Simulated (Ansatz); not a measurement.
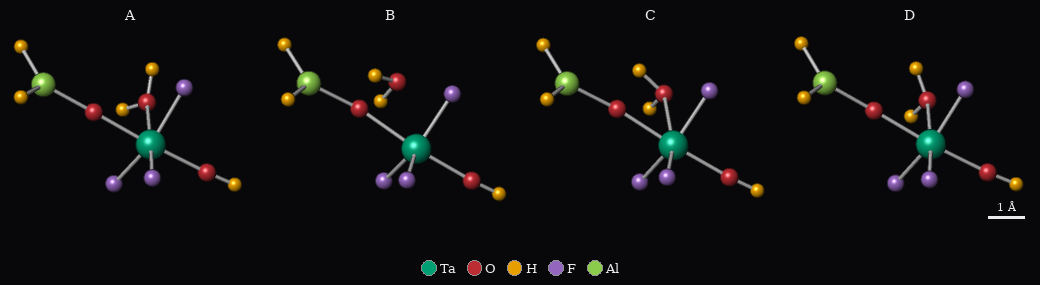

4 geometries from one relaxation of TaAlH₅O₃F₃, in shuffled order. A ball-and-stick model, seen from a free direction.

The run prepares an end point of a later path (reaction) calculation, from a guessed geometry.

Level of theory: RHF/def2-SVP in Ansatz. Settings: no spin polarisation; force threshold 0.03 eV/Å; at most 50 steps.

Put them in the order of the run, from the start to the converged end.

B, C, D, A. They are steps 0, 3, 6, 16, at +0.799 eV, +0.334 eV, +0.032 eV relative to the last. The atom that moves furthest after the best rigid fit is an H atom (1.11 Å). By element the largest moves are H 1.11 Å, O 0.76 Å, F 0.30 Å, Ta 0.26 Å, Al 0.18 Å. Near-neighbour distances that change, for instance: O–Ta 3.205 → 2.301 Å, H–Ta 3.567 → 2.881 Å, H–Ta 2.985 → 2.881 Å, O–Ta 1.975 → 1.913 Å. New bonds form, among them: O–Ta (3.20 → 2.30 Å). Among the angles between lasting bonds that change: Ta–O–Al 162.2° → 176.5°, F–Ta–F 141.0° → 152.2°, O–Ta–O 167.5° → 173.5°. The energy falls by 0.799 eV in 14 accepted moves (16 points after the start). The largest force component goes from 1.3 to 0.0057 eV/Å. The line search rejected the trial steps at points 7, 10 of the run. The forces were under the threshold at step 13, but the run went on from there.

Limits of the set-up: the start holds two separate molecules, 2.2 Å apart at their closest, whose relative position is a soft coordinate and is computed without a dispersion correction; Hartree-Fock leaves out electron correlation.
